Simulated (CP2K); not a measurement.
# GFN1-xTB run of GaH2O2F (SMILES [OH][Ga]([OH])[F])

What is the vertical ionisation energy of GaH2O2F at GFN1-xTB? 

The results are computed with CP2K 2026.2.

9 further runs of the same task are left out: 7 that didn't finish, 2 set aside as unsound or not needed.

## 1. The molecule

GaH2O2F has 6 atoms, charge 0, and is taken as a singlet. As SMILES, `[OH][Ga]([OH])[F]`. The shape is that of a PBE0-D4/def2-TZVP optimisation. This is one conformer, not always the lowest.

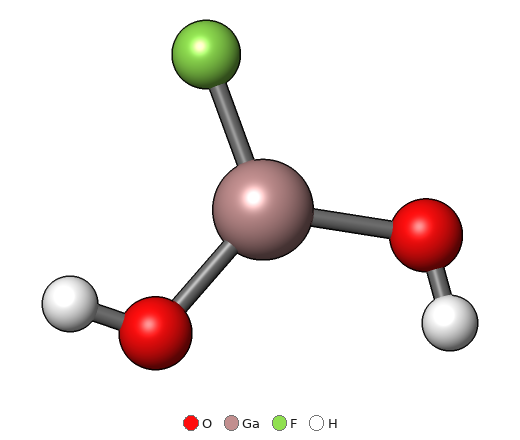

Viewed from a chosen angle; oxygen red, gallium pink, fluorine green, hydrogen white.

## 2. The energy at GFN1-xTB

calc.inp

```
&GLOBAL
 PROJECT_NAME calc
 RUN_TYPE ENERGY
 PRINT_LEVEL MEDIUM
&END GLOBAL

&FORCE_EVAL
 METHOD Quickstep
 &DFT
  # Quickstep
  &QS
   METHOD XTB
   EPS_DEFAULT 1.0E-10
   &XTB
    GFN_TYPE 1
    CHECK_ATOMIC_CHARGES F
   &END XTB
  &END QS
  # isolated system
  &POISSON
   PERIODIC NONE
   POISSON_SOLVER ANALYTIC
  &END POISSON
  # SCF settings
  &SCF
   SCF_GUESS ATOMIC
   EPS_SCF 1.0E-07
   MAX_SCF 80
   ADDED_MOS 8
   &DIAGONALIZATION
    ALGORITHM STANDARD
   &END DIAGONALIZATION
   &MIXING
    METHOD BROYDEN_MIXING
    ALPHA 0.2
    NBUFFER 8
   &END MIXING
   &SMEAR ON
    METHOD FERMI_DIRAC
    ELECTRONIC_TEMPERATURE [K] 300
   &END SMEAR
  &END SCF
  # extra output
  &PRINT
   &MOMENTS
    PERIODIC F
    REFERENCE COM
    MAX_MOMENT 1
   &END MOMENTS
   &MO ON
    ENERGIES T
    OCCUPATION_NUMBERS T
    NDIGITS 6
    &EACH
     QS_SCF 0
    &END EACH
    ADD_LAST NUMERIC
   &END MO
   &HIRSHFELD OFF
   &END HIRSHFELD
  &END PRINT
 &END DFT
 &SUBSYS
  # vacuum box
  &CELL
   ABC 11.9 13 13.2
   PERIODIC NONE
  &END CELL
  &COORD
   UNIT bohr
   O     -0.5616266     2.5530200    -1.0862146
   Ga    -0.1288793    -0.6470422    -0.2222318
   O      1.5011984    -1.5917163     2.5233513
   F     -1.3655161    -3.0023969    -2.1633585
   H     -1.4906160     2.7571104    -2.6320105
   H      2.1244301    -0.1897285     3.4931587
  &END COORD
  &TOPOLOGY
   &CENTER_COORDINATES
   &END CENTER_COORDINATES
  &END TOPOLOGY
 &END SUBSYS
&END FORCE_EVAL
```

The run is started by

```
$ OMP_NUM_THREADS=1 cp2k.psmp -i calc.inp -o calc.out
```

What it wrote:

```text
CP2K| version string:                                       CP2K version 2026.2
[...]
 GLOBAL| Method name                                                        CP2K
[...]
 GLOBAL| Run type                                                         ENERGY
[...]
                             - Atoms:                                          6
[...]
                             - Spherical basis functions:                     25
[...]
 Number of electrons:                                                         24
[...]
     1 NoMix/Diag. 0.20E+00    0.0     1.89400505       -16.5379892652 -1.65E+01
[...]
    52 Broy./Diag. 0.20E+00    0.0     0.00000007       -17.0288669196  4.09E-07
  *** SCF run converged in    52 steps ***
[...]
  Fermi energy:                                                -0.28475010367196
[...]
 TB_DIPOLE| Moment [Debye]          0.18062174       2.18271376       0.20263777
 TB_DIPOLE| Derivative [a.u.]       0.00000000       0.00000000       0.00000000
[...]
 ENERGY| Total FORCE_EVAL ( QS ) energy [hartree]            -17.028866919588552
[...]
```

Run time: 0.3 s. Hardware: 1 thread of Arm Neoverse V2, shared host.

## 3. The doublet cation, same level

mol.inp

```
&FORCE_EVAL
    METHOD QS
    &DFT
        CHARGE 1
        MULTIPLICITY 2
        UNRESTRICTED_KOHN_SHAM T
        # Quickstep
        &QS
            METHOD XTB
            EPS_DEFAULT 1.0E-10
            &XTB
                GFN_TYPE 1
                CHECK_ATOMIC_CHARGES F
            &END XTB
        &END QS
        &POISSON
            PERIODIC NONE
            POISSON_SOLVER ANALYTIC
        &END POISSON
        &SCF
            SCF_GUESS ATOMIC
            EPS_SCF 1.0E-07
            MAX_SCF 40
            &OT
                MINIMIZER CG
                PRECONDITIONER FULL_SINGLE_INVERSE
            &END OT
            &OUTER_SCF
                EPS_SCF 1.0E-07
                MAX_SCF 10
            &END OUTER_SCF
        &END SCF
        # extra output
        &PRINT
            &MOMENTS
                PERIODIC F
                REFERENCE COM
                MAX_MOMENT 1
            &END MOMENTS
            &MO_CUBES
                NLUMO 3
                NHOMO -1
                WRITE_CUBE F
            &END MO_CUBES
            &HIRSHFELD OFF
            &END HIRSHFELD
        &END PRINT
    &END DFT
    &SUBSYS
        &CELL
            ABC 11.9 13 13.2
            PERIODIC NONE
        &END CELL
        &COORD
            UNIT bohr
            O     -0.5616266     2.5530200    -1.0862146
            Ga    -0.1288793    -0.6470422    -0.2222318
            O      1.5011984    -1.5917163     2.5233513
            F     -1.3655161    -3.0023969    -2.1633585
            H     -1.4906160     2.7571104    -2.6320105
            H      2.1244301    -0.1897285     3.4931587
        &END COORD
        &TOPOLOGY
            &CENTER_COORDINATES
            &END CENTER_COORDINATES
        &END TOPOLOGY
    &END SUBSYS
&END FORCE_EVAL

&GLOBAL
    PROJECT mol
    RUN_TYPE ENERGY
    PRINT_LEVEL MEDIUM
&END GLOBAL
```

The run is started by

```
$ OMP_NUM_THREADS=1 cp2k.psmp -i mol.inp -o mol.out
```

What it wrote:

```text
CP2K| version string:                                       CP2K version 2026.2
[...]
 GLOBAL| Method name                                                        CP2K
[...]
 GLOBAL| Run type                                                         ENERGY
[...]
                             - Atoms:                                          6
[...]
                             - Spherical basis functions:                     25
[...]
 Number of electrons:                                                         12
[...]
     1 OT CG       0.80E-01    0.0     0.14692646       -15.8770687609 -1.59E+01
[...]
    25 OT CG       0.30E+00    0.0     0.00000010       -16.3930599909 -1.13E-12
  *** SCF run converged in    25 steps ***
[...]
 TB_DIPOLE| Moment [Debye]          0.17619768       2.70085191       0.17263578
 TB_DIPOLE| Derivative [a.u.]       0.00000000       0.00000000       0.00000000
[...]
 ENERGY| Total FORCE_EVAL ( QS ) energy [hartree]            -16.393059990940813
[...]
```

Run time: 1.1 s. Hardware: 1 thread of Arm Neoverse V2, shared host.

## 4. Results

Level: GFN1-xTB.

| quantity | value |
| --- | --- |
| singlet GaH2O2F: total energy | -17.02887 Eh |
| singlet GaH2O2F: dipole moment (from atomic charges alone) | 2.20 D |
| singlet GaH2O2F: HOMO energy | -13.35 eV |
| singlet GaH2O2F: LUMO energy | -6.85 eV |
| singlet GaH2O2F: HOMO–LUMO gap | 6.50 eV |
| singlet GaH2O2F: dispersion energy | -2.70 kJ/mol |
| doublet cation: total energy | -16.39306 Eh |
| doublet cation: HOMO energy (highest over α and β) | -21.11 eV |
| doublet cation: dispersion energy | -2.70 kJ/mol |
| vertical ionisation energy (to the doublet cation) | 17.301 eV |

**Reading.** Removing an electron at fixed nuclei costs 17.30 eV (399 kcal/mol). No empirical shift is applied, and without it xTB methods put this difference several eV too high. The dipole (singlet GaH2O2F) comes from point charges on the atoms alone, without atomic dipoles, so it is partial.
